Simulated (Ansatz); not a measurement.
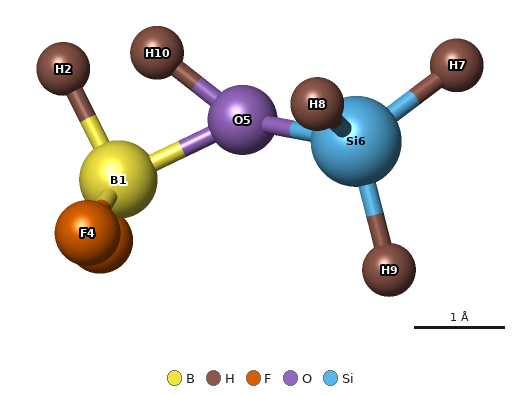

The input geometry (ball-and-stick view, seen at a tilt; atoms are numbered from 1 in the order of the input).

## Run report: BSiH5OF2, molecular dynamics (part 1 of 4)

- system: BSiH5OF2
- method: RKS B3LYP/def2-SVP (Ansatz 0.2.0)

It belongs to a series of runs on one base structure; here: dynamics from the highest image of the converged band. Figures and captions count atoms from 1; the log counts them from 0 in places.

Log:
```
Engine: ansatz 0.2.0, aarch64-unknown-linux-gnu
Functional definition: B3LYP
  parameter a0 = 0.2
  parameter ax = 0.72
  parameter ac = 0.81
  exchange = (1 - a0 - ax)*slater_x + ax*b88_x + a0*exact_x
  correlation = (1 - ac)*vwn_rpa_c + ac*lyp_c
1030 factors; integrals over basis functions are off by at most 4.1e-4 eV
mean field evaluation 1: about -16106.5022 eV, gradient 5.3e1 eV
mean field evaluation 2: about -16099.3395 eV, gradient 8.4e1 eV
mean field evaluation 4: about -16110.9767 eV, gradient 3.7e0 eV
mean field evaluation 8: about -16111.0310 eV, gradient 8.4e-2 eV
mean field evaluation 16: about -16111.0311 eV, gradient 6.7e-6 eV
mean field -16111.03105706 eV, -592.0694708979 hartree, gradient 6.7e-6 eV, S^2 0.000000; 0 other end points of the search recorded, 0 dependent functions left out
the calculation of the forces begins
reference -16111.03130881 eV, -592.0694801495 hartree; 25, 25 occupied and 74, 74 virtual orbitals, 1030 factors
md step     0: t =     0.00 fs  T =   300.0 K  F+E_penalty+E_count = -16111.03105706 eV  E_kin = 0.310224 eV  conserved = -16110.72083306 eV  (26 SCF iters)
these checks for a lower state are left out or cut short: starts, cluster_reference, orbital_swaps, neighbouring_geometries, increment
1030 factors; integrals over basis functions are off by at most 4.2e-4 eV
mean field -16111.02805526 eV, -592.0693605837 hartree, gradient 2.6e-5 eV, S^2 0.000000; 0 other end points of the search recorded, 0 dependent functions left out
the calculation of the forces begins
reference -16111.02830742 eV, -592.0693698504 hartree; 25, 25 occupied and 74, 74 virtual orbitals, 1030 factors
md step     1: t =     0.50 fs  T =   297.1 K  F+E_penalty+E_count = -16111.02805526 eV  E_kin = 0.307234 eV  conserved = -16110.72082145 eV  (30 SCF iters)
[... from here on the SCF iterations and repeated set-up lines of each step are left out, up to the last step ...]
md step     2: t =     1.00 fs  T =   288.7 K  F+E_penalty+E_count = -16111.01929799 eV  E_kin = 0.298518 eV  conserved = -16110.72077986 eV  (30 SCF iters)
md step     3: t =     1.50 fs  T =   275.4 K  F+E_penalty+E_count = -16111.00545950 eV  E_kin = 0.284745 eV  conserved = -16110.72071445 eV  (30 SCF iters)
md step     4: t =     2.00 fs  T =   258.2 K  F+E_penalty+E_count = -16110.98760298 eV  E_kin = 0.266972 eV  conserved = -16110.72063095 eV  (30 SCF iters)
md step     5: t =     2.50 fs  T =   238.4 K  F+E_penalty+E_count = -16110.96707240 eV  E_kin = 0.246534 eV  conserved = -16110.72053818 eV  (30 SCF iters)
md step     6: t =     3.00 fs  T =   217.5 K  F+E_penalty+E_count = -16110.94535848 eV  E_kin = 0.224913 eV  conserved = -16110.72044505 eV  (31 SCF iters)
md step     7: t =     3.50 fs  T =   196.9 K  F+E_penalty+E_count = -16110.92395991 eV  E_kin = 0.203601 eV  conserved = -16110.72035873 eV  (30 SCF iters)
md step     8: t =     4.00 fs  T =   177.9 K  F+E_penalty+E_count = -16110.90425434 eV  E_kin = 0.183967 eV  conserved = -16110.72028723 eV  (31 SCF iters)
md step     9: t =     4.50 fs  T =   161.6 K  F+E_penalty+E_count = -16110.88738030 eV  E_kin = 0.167144 eV  conserved = -16110.72023608 eV  (31 SCF iters)
md step    10: t =     5.00 fs  T =   148.9 K  F+E_penalty+E_count = -16110.87414922 eV  E_kin = 0.153941 eV  conserved = -16110.72020871 eV  (24 SCF iters)
md step    11: t =     5.50 fs  T =   140.0 K  F+E_penalty+E_count = -16110.86499206 eV  E_kin = 0.144787 eV  conserved = -16110.72020544 eV  (25 SCF iters)
md step    12: t =     6.00 fs  T =   135.1 K  F+E_penalty+E_count = -16110.85995111 eV  E_kin = 0.139726 eV  conserved = -16110.72022509 eV  (25 SCF iters)
md step    13: t =     6.50 fs  T =   133.9 K  F+E_penalty+E_count = -16110.85871335 eV  E_kin = 0.138452 eV  conserved = -16110.72026166 eV  (24 SCF iters)
md step    14: t =     7.00 fs  T =   135.8 K  F+E_penalty+E_count = -16110.86069520 eV  E_kin = 0.140387 eV  conserved = -16110.72030869 eV  (31 SCF iters)
md step    15: t =     7.50 fs  T =   140.0 K  F+E_penalty+E_count = -16110.86515596 eV  E_kin = 0.144799 eV  conserved = -16110.72035706 eV  (31 SCF iters)
md step    16: t =     8.00 fs  T =   146.0 K  F+E_penalty+E_count = -16110.87133515 eV  E_kin = 0.150937 eV  conserved = -16110.72039838 eV  (31 SCF iters)
md step    17: t =     8.50 fs  T =   152.9 K  F+E_penalty+E_count = -16110.87858428 eV  E_kin = 0.158158 eV  conserved = -16110.72042580 eV  (27 SCF iters)
md step    18: t =     9.00 fs  T =   160.6 K  F+E_penalty+E_count = -16110.88647208 eV  E_kin = 0.166036 eV  conserved = -16110.72043569 eV  (30 SCF iters)
md step    19: t =     9.50 fs  T =   168.7 K  F+E_penalty+E_count = -16110.89484093 eV  E_kin = 0.174413 eV  conserved = -16110.72042823 eV  (30 SCF iters)
md step    20: t =    10.00 fs  T =   177.4 K  F+E_penalty+E_count = -16110.90380393 eV  E_kin = 0.183397 eV  conserved = -16110.72040721 eV  (30 SCF iters)
md step    21: t =    10.50 fs  T =   186.9 K  F+E_penalty+E_count = -16110.91368596 eV  E_kin = 0.193307 eV  conserved = -16110.72037899 eV  (30 SCF iters)
md step    22: t =    11.00 fs  T =   197.8 K  F+E_penalty+E_count = -16110.92492763 eV  E_kin = 0.204577 eV  conserved = -16110.72035092 eV  (30 SCF iters)
md step    23: t =    11.50 fs  T =   210.5 K  F+E_penalty+E_count = -16110.93798002 eV  E_kin = 0.217652 eV  conserved = -16110.72032784 eV  (31 SCF iters)
md step    24: t =    12.00 fs  T =   225.2 K  F+E_penalty+E_count = -16110.95322685 eV  E_kin = 0.232914 eV  conserved = -16110.72031261 eV  (30 SCF iters)
md step    25: t =    12.50 fs  T =   242.4 K  F+E_penalty+E_count = -16110.97094859 eV  E_kin = 0.250644 eV  conserved = -16110.72030452 eV  (31 SCF iters)
md step    26: t =    13.00 fs  T =   262.1 K  F+E_penalty+E_count = -16110.99133848 eV  E_kin = 0.271038 eV  conserved = -16110.72030015 eV  (30 SCF iters)
md step    27: t =    13.50 fs  T =   284.6 K  F+E_penalty+E_count = -16111.01455732 eV  E_kin = 0.294261 eV  conserved = -16110.72029616 eV  (30 SCF iters)
md step    28: t =    14.00 fs  T =   309.9 K  F+E_penalty+E_count = -16111.04080027 eV  E_kin = 0.320512 eV  conserved = -16110.72028837 eV  (30 SCF iters)
md step    29: t =    14.50 fs  T =   338.5 K  F+E_penalty+E_count = -16111.07036134 eV  E_kin = 0.350087 eV  conserved = -16110.72027418 eV  (30 SCF iters)
md step    30: t =    15.00 fs  T =   370.8 K  F+E_penalty+E_count = -16111.10367656 eV  E_kin = 0.383424 eV  conserved = -16110.72025217 eV  (29 SCF iters)
md step    31: t =    15.50 fs  T =   407.2 K  F+E_penalty+E_count = -16111.14134385 eV  E_kin = 0.421122 eV  conserved = -16110.72022192 eV  (30 SCF iters)
md step    32: t =    16.00 fs  T =   448.6 K  F+E_penalty+E_count = -16111.18411639 eV  E_kin = 0.463930 eV  conserved = -16110.72018616 eV  (29 SCF iters)
md step    33: t =    16.50 fs  T =   495.8 K  F+E_penalty+E_count = -16111.23284838 eV  E_kin = 0.512699 eV  conserved = -16110.72014974 eV  (29 SCF iters)
md step    34: t =    17.00 fs  T =   549.5 K  F+E_penalty+E_count = -16111.28837762 eV  E_kin = 0.568253 eV  conserved = -16110.72012460 eV  (29 SCF iters)
md step    35: t =    17.50 fs  T =   610.4 K  F+E_penalty+E_count = -16111.35132301 eV  E_kin = 0.631197 eV  conserved = -16110.72012632 eV  (29 SCF iters)
md step    36: t =    18.00 fs  T =   678.6 K  F+E_penalty+E_count = -16111.42184565 eV  E_kin = 0.701681 eV  conserved = -16110.72016450 eV  (26 SCF iters)
md step    37: t =    18.50 fs  T =   753.6 K  F+E_penalty+E_count = -16111.49948588 eV  E_kin = 0.779247 eV  conserved = -16110.72023905 eV  (29 SCF iters)
md step    38: t =    19.00 fs  T =   834.4 K  F+E_penalty+E_count = -16111.58317093 eV  E_kin = 0.862832 eV  conserved = -16110.72033857 eV  (29 SCF iters)
md step    39: t =    19.50 fs  T =   919.6 K  F+E_penalty+E_count = -16111.67141099 eV  E_kin = 0.950966 eV  conserved = -16110.72044514 eV  (30 SCF iters)
md step    40: t =    20.00 fs  T =  1007.7 K  F+E_penalty+E_count = -16111.76258315 eV  E_kin = 1.042037 eV  conserved = -16110.72054568 eV  (29 SCF iters)
md step    41: t =    20.50 fs  T =  1097.1 K  F+E_penalty+E_count = -16111.85514092 eV  E_kin = 1.134502 eV  conserved = -16110.72063927 eV  (29 SCF iters)
md step    42: t =    21.00 fs  T =  1186.5 K  F+E_penalty+E_count = -16111.94764551 eV  E_kin = 1.226910 eV  conserved = -16110.72073533 eV  (29 SCF iters)
md step    43: t =    21.50 fs  T =  1274.4 K  F+E_penalty+E_count = -16112.03863904 eV  E_kin = 1.317795 eV  conserved = -16110.72084420 eV  (30 SCF iters)
md step    44: t =    22.00 fs  T =  1359.2 K  F+E_penalty+E_count = -16112.12648244 eV  E_kin = 1.405512 eV  conserved = -16110.72097017 eV  (29 SCF iters)
md step    45: t =    22.50 fs  T =  1439.1 K  F+E_penalty+E_count = -16112.20929395 eV  E_kin = 1.488187 eV  conserved = -16110.72110697 eV  (29 SCF iters)
md step    46: t =    23.00 fs  T =  1512.3 K  F+E_penalty+E_count = -16112.28507252 eV  E_kin = 1.563839 eV  conserved = -16110.72123330 eV  (29 SCF iters)
md step    47: t =    23.50 fs  T =  1576.9 K  F+E_penalty+E_count = -16112.35201227 eV  E_kin = 1.630688 eV  conserved = -16110.72132462 eV  (29 SCF iters)
md step    48: t =    24.00 fs  T =  1631.9 K  F+E_penalty+E_count = -16112.40887523 eV  E_kin = 1.687512 eV  conserved = -16110.72136363 eV  (29 SCF iters)
md step    49: t =    24.50 fs  T =  1676.7 K  F+E_penalty+E_count = -16112.45524428 eV  E_kin = 1.733893 eV  conserved = -16110.72135136 eV  (29 SCF iters)
md step    50: t =    25.00 fs  T =  1711.8 K  F+E_penalty+E_count = -16112.49149642 eV  E_kin = 1.770188 eV  conserved = -16110.72130835 eV  (29 SCF iters)
md step    51: t =    25.50 fs  T =  1738.0 K  F+E_penalty+E_count = -16112.51849861 eV  E_kin = 1.797241 eV  conserved = -16110.72125804 eV  (28 SCF iters)
md step    52: t =    26.00 fs  T =  1756.2 K  F+E_penalty+E_count = -16112.53724066 eV  E_kin = 1.816029 eV  conserved = -16110.72121203 eV  (29 SCF iters)
md step    53: t =    26.50 fs  T =  1767.3 K  F+E_penalty+E_count = -16112.54866211 eV  E_kin = 1.827502 eV  conserved = -16110.72115982 eV  (29 SCF iters)
md step    54: t =    27.00 fs  T =  1772.3 K  F+E_penalty+E_count = -16112.55378535 eV  E_kin = 1.832699 eV  conserved = -16110.72108591 eV  (26 SCF iters)
md step    55: t =    27.50 fs  T =  1772.6 K  F+E_penalty+E_count = -16112.55395678 eV  E_kin = 1.832978 eV  conserved = -16110.72097907 eV  (29 SCF iters)
md step    56: t =    28.00 fs  T =  1769.8 K  F+E_penalty+E_count = -16112.55098321 eV  E_kin = 1.830134 eV  conserved = -16110.72084947 eV  (29 SCF iters)
md step    57: t =    28.50 fs  T =  1766.1 K  F+E_penalty+E_count = -16112.54696666 eV  E_kin = 1.826239 eV  conserved = -16110.72072722 eV  (29 SCF iters)
md step    58: t =    29.00 fs  T =  1763.1 K  F+E_penalty+E_count = -16112.54386995 eV  E_kin = 1.823231 eV  conserved = -16110.72063890 eV  (29 SCF iters)
md step    59: t =    29.50 fs  T =  1762.4 K  F+E_penalty+E_count = -16112.54307977 eV  E_kin = 1.822475 eV  conserved = -16110.72060457 eV  (30 SCF iters)
md step    60: t =    30.00 fs  T =  1764.3 K  F+E_penalty+E_count = -16112.54509233 eV  E_kin = 1.824460 eV  conserved = -16110.72063248 eV  (30 SCF iters)
md step    61: t =    30.50 fs  T =  1768.5 K  F+E_penalty+E_count = -16112.54942711 eV  E_kin = 1.828721 eV  conserved = -16110.72070594 eV  (30 SCF iters)
md step    62: t =    31.00 fs  T =  1773.6 K  F+E_penalty+E_count = -16112.55488523 eV  E_kin = 1.834091 eV  conserved = -16110.72079392 eV  (30 SCF iters)
md step    63: t =    31.50 fs  T =  1778.5 K  F+E_penalty+E_count = -16112.56001766 eV  E_kin = 1.839149 eV  conserved = -16110.72086892 eV  (29 SCF iters)
md step    64: t =    32.00 fs  T =  1781.9 K  F+E_penalty+E_count = -16112.56354309 eV  E_kin = 1.842620 eV  conserved = -16110.72092275 eV  (29 SCF iters)
md step    65: t =    32.50 fs  T =  1782.8 K  F+E_penalty+E_count = -16112.56451873 eV  E_kin = 1.843561 eV  conserved = -16110.72095750 eV  (29 SCF iters)
md step    66: t =    33.00 fs  T =  1780.6 K  F+E_penalty+E_count = -16112.56227932 eV  E_kin = 1.841289 eV  conserved = -16110.72099067 eV  (28 SCF iters)
md step    67: t =    33.50 fs  T =  1774.7 K  F+E_penalty+E_count = -16112.55620288 eV  E_kin = 1.835170 eV  conserved = -16110.72103309 eV  (29 SCF iters)
md step    68: t =    34.00 fs  T =  1764.3 K  F+E_penalty+E_count = -16112.54555103 eV  E_kin = 1.824468 eV  conserved = -16110.72108288 eV  (29 SCF iters)
md step    69: t =    34.50 fs  T =  1748.8 K  F+E_penalty+E_count = -16112.52953762 eV  E_kin = 1.808418 eV  conserved = -16110.72111931 eV  (29 SCF iters)
md step    70: t =    35.00 fs  T =  1727.6 K  F+E_penalty+E_count = -16112.50761499 eV  E_kin = 1.786489 eV  conserved = -16110.72112625 eV  (29 SCF iters)
md step    71: t =    35.50 fs  T =  1700.7 K  F+E_penalty+E_count = -16112.47971905 eV  E_kin = 1.758618 eV  conserved = -16110.72110099 eV  (29 SCF iters)
md step    72: t =    36.00 fs  T =  1668.4 K  F+E_penalty+E_count = -16112.44631340 eV  E_kin = 1.725262 eV  conserved = -16110.72105141 eV  (26 SCF iters)
md step    73: t =    36.50 fs  T =  1631.7 K  F+E_penalty+E_count = -16112.40826558 eV  E_kin = 1.687279 eV  conserved = -16110.72098633 eV  (29 SCF iters)
md step    74: t =    37.00 fs  T =  1591.5 K  F+E_penalty+E_count = -16112.36669268 eV  E_kin = 1.645783 eV  conserved = -16110.72090939 eV  (29 SCF iters)
md step    75: t =    37.50 fs  T =  1549.3 K  F+E_penalty+E_count = -16112.32289567 eV  E_kin = 1.602081 eV  conserved = -16110.72081482 eV  (28 SCF iters)
md step    76: t =    38.00 fs  T =  1506.4 K  F+E_penalty+E_count = -16112.27843528 eV  E_kin = 1.557744 eV  conserved = -16110.72069104 eV  (30 SCF iters)
md step    77: t =    38.50 fs  T =  1464.8 K  F+E_penalty+E_count = -16112.23529099 eV  E_kin = 1.514760 eV  conserved = -16110.72053103 eV  (31 SCF iters)
md step    78: t =    39.00 fs  T =  1427.0 K  F+E_penalty+E_count = -16112.19596886 eV  E_kin = 1.475628 eV  conserved = -16110.72034047 eV  (31 SCF iters)
md step    79: t =    39.50 fs  T =  1395.7 K  F+E_penalty+E_count = -16112.16341523 eV  E_kin = 1.443271 eV  conserved = -16110.72014437 eV  (30 SCF iters)
md step    80: t =    40.00 fs  T =  1373.8 K  F+E_penalty+E_count = -16112.14063095 eV  E_kin = 1.420645 eV  conserved = -16110.71998586 eV  (29 SCF iters)
md step    81: t =    40.50 fs  T =  1363.6 K  F+E_penalty+E_count = -16112.13002047 eV  E_kin = 1.410111 eV  conserved = -16110.71990988 eV  (30 SCF iters)
md step    82: t =    41.00 fs  T =  1366.2 K  F+E_penalty+E_count = -16112.13271542 eV  E_kin = 1.412774 eV  conserved = -16110.71994129 eV  (30 SCF iters)
md step    83: t =    41.50 fs  T =  1381.1 K  F+E_penalty+E_count = -16112.14820028 eV  E_kin = 1.428129 eV  conserved = -16110.72007112 eV  (30 SCF iters)
md step    84: t =    42.00 fs  T =  1406.3 K  F+E_penalty+E_count = -16112.17444454 eV  E_kin = 1.454183 eV  conserved = -16110.72026126 eV  (30 SCF iters)
md step    85: t =    42.50 fs  T =  1439.0 K  F+E_penalty+E_count = -16112.20846240 eV  E_kin = 1.487995 eV  conserved = -16110.72046756 eV  (30 SCF iters)
md step    86: t =    43.00 fs  T =  1476.0 K  F+E_penalty+E_count = -16112.24698590 eV  E_kin = 1.526329 eV  conserved = -16110.72065707 eV  (30 SCF iters)
md step    87: t =    43.50 fs  T =  1514.5 K  F+E_penalty+E_count = -16112.28697245 eV  E_kin = 1.566158 eV  conserved = -16110.72081479 eV  (30 SCF iters)
md step    88: t =    44.00 fs  T =  1552.0 K  F+E_penalty+E_count = -16112.32583955 eV  E_kin = 1.604900 eV  conserved = -16110.72093930 eV  (30 SCF iters)
md step    89: t =    44.50 fs  T =  1586.4 K  F+E_penalty+E_count = -16112.36149356 eV  E_kin = 1.640460 eV  conserved = -16110.72103315 eV  (30 SCF iters)
md step    90: t =    45.00 fs  T =  1616.1 K  F+E_penalty+E_count = -16112.39229827 eV  E_kin = 1.671203 eV  conserved = -16110.72109525 eV  (27 SCF iters)
md step    91: t =    45.50 fs  T =  1640.1 K  F+E_penalty+E_count = -16112.41710121 eV  E_kin = 1.695983 eV  conserved = -16110.72111850 eV  (29 SCF iters)
md step    92: t =    46.00 fs  T =  1657.8 K  F+E_penalty+E_count = -16112.43535908 eV  E_kin = 1.714268 eV  conserved = -16110.72109124 eV  (29 SCF iters)
md step    93: t =    46.50 fs  T =  1669.4 K  F+E_penalty+E_count = -16112.44732534 eV  E_kin = 1.726319 eV  conserved = -16110.72100620 eV  (29 SCF iters)
md step    94: t =    47.00 fs  T =  1676.2 K  F+E_penalty+E_count = -16112.45416710 eV  E_kin = 1.733297 eV  conserved = -16110.72087011 eV  (29 SCF iters)
md step    95: t =    47.50 fs  T =  1679.9 K  F+E_penalty+E_count = -16112.45785488 eV  E_kin = 1.737145 eV  conserved = -16110.72070980 eV  (29 SCF iters)
md step    96: t =    48.00 fs  T =  1682.8 K  F+E_penalty+E_count = -16112.46075592 eV  E_kin = 1.740192 eV  conserved = -16110.72056354 eV  (29 SCF iters)
md step    97: t =    48.50 fs  T =  1687.1 K  F+E_penalty+E_count = -16112.46505475 eV  E_kin = 1.744592 eV  conserved = -16110.72046301 eV  (29 SCF iters)
md step    98: t =    49.00 fs  T =  1694.1 K  F+E_penalty+E_count = -16112.47226621 eV  E_kin = 1.751847 eV  conserved = -16110.72041966 eV  (29 SCF iters)
md step    99: t =    49.50 fs  T =  1704.5 K  F+E_penalty+E_count = -16112.48306115 eV  E_kin = 1.762640 eV  conserved = -16110.72042139 eV  (29 SCF iters)
md step   100: t =    50.00 fs  T =  1718.4 K  F+E_penalty+E_count = -16112.49742446 eV  E_kin = 1.776974 eV  conserved = -16110.72045074 eV  (29 SCF iters)
md step   101: t =    50.50 fs  T =  1735.3 K  F+E_penalty+E_count = -16112.51492594 eV  E_kin = 1.794431 eV  conserved = -16110.72049542 eV  (29 SCF iters)
md step   102: t =    51.00 fs  T =  1754.5 K  F+E_penalty+E_count = -16112.53489746 eV  E_kin = 1.814342 eV  conserved = -16110.72055504 eV  (28 SCF iters)
md step   103: t =    51.50 fs  T =  1775.3 K  F+E_penalty+E_count = -16112.55643732 eV  E_kin = 1.835803 eV  conserved = -16110.72063389 eV  (29 SCF iters)
md step   104: t =    52.00 fs  T =  1796.4 K  F+E_penalty+E_count = -16112.57833370 eV  E_kin = 1.857601 eV  conserved = -16110.72073316 eV  (29 SCF iters)
md step   105: t =    52.50 fs  T =  1816.3 K  F+E_penalty+E_count = -16112.59904168 eV  E_kin = 1.878198 eV  conserved = -16110.72084415 eV  (29 SCF iters)
md step   106: t =    53.00 fs  T =  1833.4 K  F+E_penalty+E_count = -16112.61681392 eV  E_kin = 1.895866 eV  conserved = -16110.72094783 eV  (29 SCF iters)
md step   107: t =    53.50 fs  T =  1846.1 K  F+E_penalty+E_count = -16112.62999560 eV  E_kin = 1.908976 eV  conserved = -16110.72102006 eV  (29 SCF iters)
md step   108: t =    54.00 fs  T =  1853.2 K  F+E_penalty+E_count = -16112.63740028 eV  E_kin = 1.916359 eV  conserved = -16110.72104171 eV  (29 SCF iters)
md step   109: t =    54.50 fs  T =  1854.4 K  F+E_penalty+E_count = -16112.63860928 eV  E_kin = 1.917599 eV  conserved = -16110.72100982 eV  (26 SCF iters)
md step   110: t =    55.00 fs  T =  1850.0 K  F+E_penalty+E_count = -16112.63402520 eV  E_kin = 1.913082 eV  conserved = -16110.72094316 eV  (29 SCF iters)
md step   111: t =    55.50 fs  T =  1841.0 K  F+E_penalty+E_count = -16112.62459441 eV  E_kin = 1.903719 eV  conserved = -16110.72087515 eV  (29 SCF iters)
md step   112: t =    56.00 fs  T =  1828.2 K  F+E_penalty+E_count = -16112.61130889 eV  E_kin = 1.890473 eV  conserved = -16110.72083635 eV  (29 SCF iters)
md step   113: t =    56.50 fs  T =  1812.2 K  F+E_penalty+E_count = -16112.59475616 eV  E_kin = 1.873921 eV  conserved = -16110.72083563 eV  (29 SCF iters)
```
